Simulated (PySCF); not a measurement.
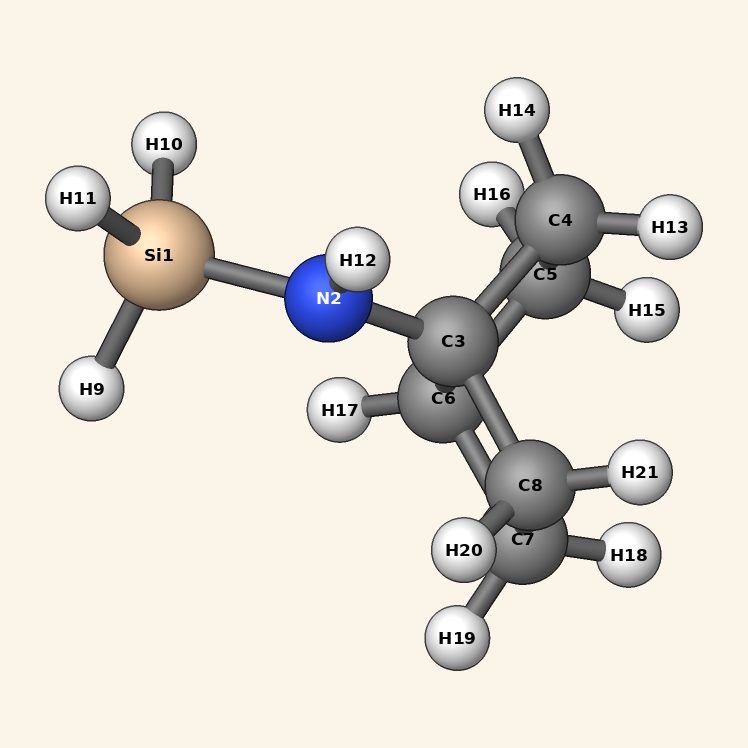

The computed structure is the end point of a GFN2-xTB optimisation. No frequency run is at hand to confirm it as a minimum. Method: GIAO PBE0/pcSseg-1 NMR shielding, non-relativistic, gas phase (PySCF 2.14.0). Principal shieldings σ11 ≤ σ22 ≤ σ33, span Ω = σ33 − σ11, skew κ = 3(σiso − σ22)/Ω.

Give the shielding tensors of the Si atoms.

| atom | σ11 | σ22 | σ33 | σiso | Ω | κ |
| --- | --- | --- | --- | --- | --- | --- |
| Si1 | 374.3 | 406.3 | 471.5 | 417.4 | 97.2 | 0.34 |

Shieldings and span in ppm.

The geometry is semi-empirical. Around Si such bond lengths and angles can be off by a tenth of an ångström or more and by several degrees, and values that hang on the shape move with them.
